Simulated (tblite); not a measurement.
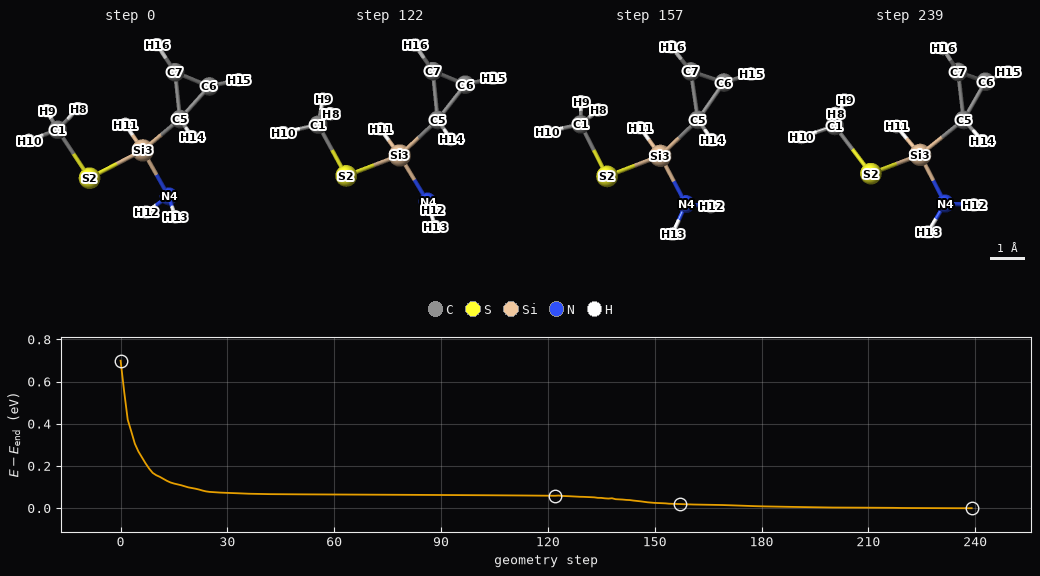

Frames of a relaxation of C4H9NSSi (charge +1, multiplicity 2), marked on the history of the run. A ball-and-stick model, seen at a tilt.

Theory: GFN2-xTB geometry optimisation, gas phase in tblite 0.8.0. 

Describe the path.

Answer. Over 239 geometry steps the energy falls by 0.699 eV. The atom that moves furthest after the best rigid fit is H12 (1.49 Å). Largest moves by element: H 1.49 Å, S 0.49 Å, N 0.39 Å, C 0.29 Å, Si 0.17 Å. Among the contacts that change: Si3–C5 1.852 → 1.935 Å, S2–Si3 2.116 → 2.190 Å, C5–C7 1.424 → 1.487 Å, C5–C6 1.437 → 1.489 Å. Among the angles between lasting bonds that change: N4–Si3–H11 107.5° → 125.1°, Si3–N4–H12 107.1° → 122.5°, Si3–C5–H14 115.9° → 110.5°. Groups turn about C1–S2 by about 55°. From step 0 to 122: H12 moves most (0.84 Å), energy −0.640 eV. From step 122 to 157: H13 moves most (0.79 Å), energy −0.040 eV. From step 157 to 239: H8 moves most (0.70 Å), energy −0.019 eV.

```tsv
step	E − E(0), eV
0	0.0000
1	-0.1464
2	-0.2799
3	-0.3356
4	-0.3936
5	-0.4305
6	-0.4588
7	-0.4864
8	-0.5113
9	-0.5317
10	-0.5429
22	-0.6108
34	-0.6294
46	-0.6332
58	-0.6340
70	-0.6347
82	-0.6361
94	-0.6372
106	-0.6382
118	-0.6396
131	-0.6464
143	-0.6608
155	-0.6786
167	-0.6835
179	-0.6901
191	-0.6936
203	-0.6964
215	-0.6975
227	-0.6989
239	-0.6994
```
